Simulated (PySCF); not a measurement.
# CH$_{10}$N$_{2}$OSi$_{3}$: what the fields show

```json
{"atom": "O", "x (Å)": "3.4616", "y (Å)": "-0.8823", "z (Å)": "0.0039"}
{"atom": "C", "x (Å)": "3.0425", "y (Å)": "0.0857", "z (Å)": "0.5907"}
{"atom": "N", "x (Å)": "1.7411", "y (Å)": "0.3893", "z (Å)": "0.6144"}
{"atom": "Si", "x (Å)": "0.7159", "y (Å)": "-0.7329", "z (Å)": "-0.2621"}
{"atom": "N", "x (Å)": "-0.8883", "y (Å)": "-0.0804", "z (Å)": "-0.1032"}
{"atom": "Si", "x (Å)": "-2.2059", "y (Å)": "-1.2102", "z (Å)": "0.0762"}
{"atom": "Si", "x (Å)": "-1.2427", "y (Å)": "1.5952", "z (Å)": "-0.4450"}
{"atom": "H", "x (Å)": "3.7030", "y (Å)": "0.7785", "z (Å)": "1.1426"}
{"atom": "H", "x (Å)": "1.4207", "y (Å)": "1.1998", "z (Å)": "1.1173"}
{"atom": "H", "x (Å)": "1.1362", "y (Å)": "-0.7528", "z (Å)": "-1.6601"}
{"atom": "H", "x (Å)": "0.7789", "y (Å)": "-2.0198", "z (Å)": "0.4156"}
{"atom": "H", "x (Å)": "-2.3872", "y (Å)": "-1.9386", "z (Å)": "-1.1812"}
{"atom": "H", "x (Å)": "-3.3994", "y (Å)": "-0.4333", "z (Å)": "0.4034"}
{"atom": "H", "x (Å)": "-1.8754", "y (Å)": "-2.1335", "z (Å)": "1.1587"}
{"atom": "H", "x (Å)": "0.0086", "y (Å)": "2.3006", "z (Å)": "-0.7242"}
{"atom": "H", "x (Å)": "-2.1330", "y (Å)": "1.6846", "z (Å)": "-1.6038"}
{"atom": "H", "x (Å)": "-1.8838", "y (Å)": "2.1620", "z (Å)": "0.7460"}
```

Geometry: GFN2-xTB.

All numbers below come from PySCF, PBE0/pcSseg-1, SCF density, gas phase, non-relativistic.

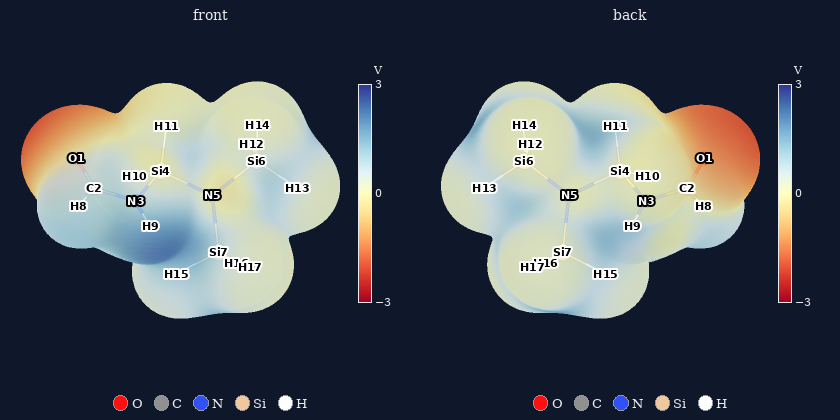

Figure 1. The electrostatic potential painted on the density surface at 0.002 e/bohr³, seen from the front and from behind; the colour scale runs from red (negative) to blue (positive).

Q: Where is the surface potential most negative and most positive?

A: The most negative region (about −1.9 V) lies over O1, the most positive (about +2.3 V) over H9. O1 is the likeliest acceptor of a hydrogen bond.

Q: How polar is the molecule by this calculation?

A: Its dipole moment is 3.46 D.

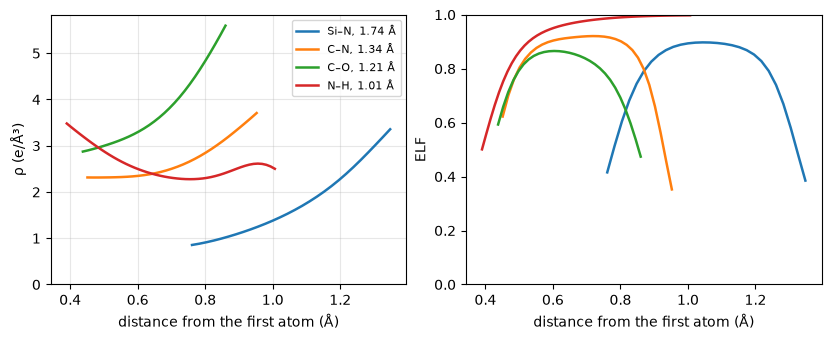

Figure 2. Total electron density and ELF along straight lines between neighbouring atoms. The curves leave out the atomic cores.

Q: What kind of bonding do the profiles show?

A: Si–N (1.74 Å): the density is about 1 e/Å³ at the midpoint; the ELF peaks at about 0.90 between the atoms, as expected for a polar covalent bond.
C–N (1.34 Å): ρ at the midpoint is about 2.4 e/Å³; the ELF peaks at about 0.90 between the atoms: localised, covalent bonding.
C–O (1.21 Å): the density is about 3.3 e/Å³ at the midpoint; the ELF peaks at about 0.85 between the atoms: a multiple bond.
N–H (1.01 Å): the density is about 2.9 e/Å³ at the midpoint; the ELF climbs to about 1 towards the hydrogen, as it does in any bond to H: an ordinary covalent bond to hydrogen.
